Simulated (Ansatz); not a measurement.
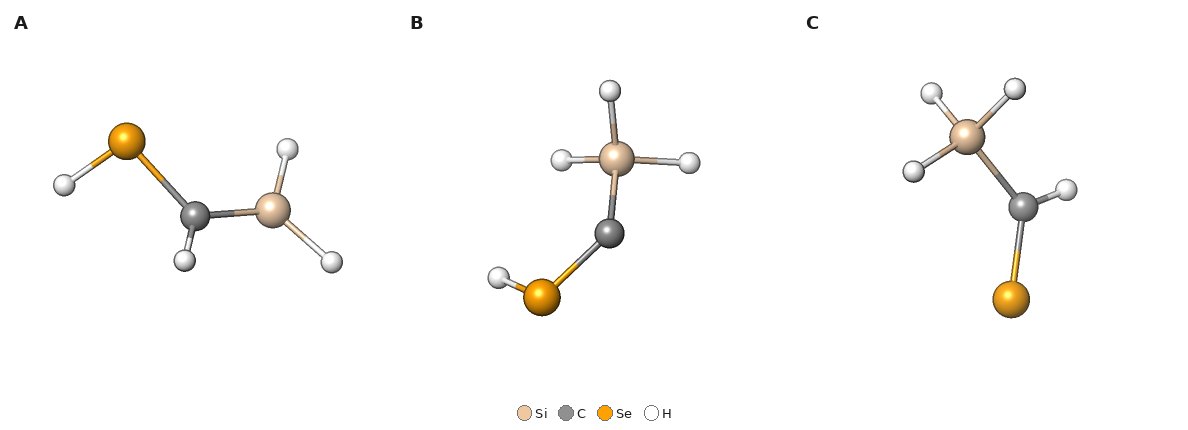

3 stationary structures of one formula. Geometries: PBE0-D4/def2-TZVP. Electronic energies: PBE0-D4/def2-TZVP (Ansatz 0.2.0), without zero-point energy. No frequency run is at hand to confirm each as a minimum. Each is one conformer, not always the lowest.

Which is lowest in energy, and by how much?

Answer. C is lowest; A lies 0.561 eV above it (C1), B lies 1.932 eV above it (Cs).
